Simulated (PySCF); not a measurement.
Potential energy curve for OH, doublet.

Methods: ROKS-BLYP = restricted open-shell BLYP/6-31G run with PySCF; ROKS-wB97X-V = restricted open-shell wB97X-V/6-31G run with PySCF; ROKS-PBE0 = restricted open-shell PBE0/6-31G (PySCF).

Energies are in kcal/mol, each relative to the lowest point of its own curve near equilibrium.

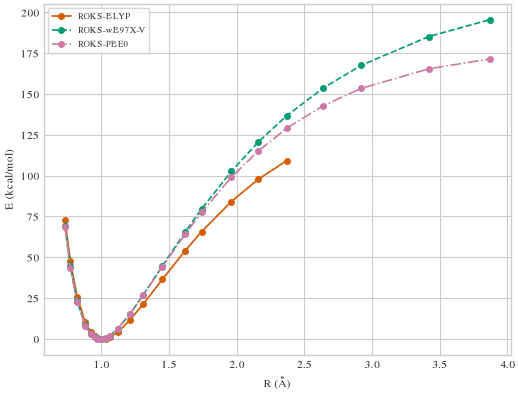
Figure. Energy against bond length for each method.

| R / Å | ROKS-BLYP | ROKS-wB97X-V | ROKS-PBE0 |
|---|---|---|---|
| 0.73 | 72.9 | 69.3 | 68.4 |
| 0.77 | 47.6 | 44.4 | 43.7 |
| 0.82 | 25.9 | 23.2 | 22.7 |
| 0.88 | 10.3 | 8.5 | 8.2 |
| 0.92 | 4.5 | 3.2 | 3.0 |
| 0.95 | 1.8 | 1.0 | 0.9 |
| 0.97 | 0.7 | 0.3 | 0.2 |
| 1.00 | 0.0 | 0.0 | 0.0 |
| 1.03 | 0.1 | 0.6 | 0.7 |
| 1.06 | 0.9 | 1.9 | 2.0 |
| 1.12 | 4.1 | 6.2 | 6.3 |
| 1.21 | 11.4 | 15.2 | 15.2 |
| 1.31 | 21.4 | 27.0 | 26.9 |
| 1.45 | 36.4 | 44.6 | 44.1 |
| 1.62 | 54.1 | 65.6 | 64.3 |
| 1.74 | 65.6 | 79.6 | 77.5 |
| 1.96 | 84.1 | 102.6 | 98.9 |
| 2.16 | 97.8 | 120.7 | 115.1 |
| 2.37 | 109.2 | 136.7 | 129.0 |
| 2.64 | — | 153.7 | 142.9 |
| 2.92 | — | 167.5 | 153.4 |
| 3.42 | — | 185.2 | 165.4 |
| 3.87 | — | 195.5 | 171.4 |

At the longest distance, 3.87 Å, ROKS-wB97X-V lies highest above its minimum (195.5 kcal/mol) and ROKS-PBE0 lowest (171.4 kcal/mol).

Dashes: no converged value, or the column stops at the first point that the program doubted or that broke a chosen test of continuity, which isn't proof of a fault.

At the longest distance ROKS-wB97X-V, ROKS-PBE0 leaves fractional charges on the fragments, a sign of delocalisation error or of the restricted form.
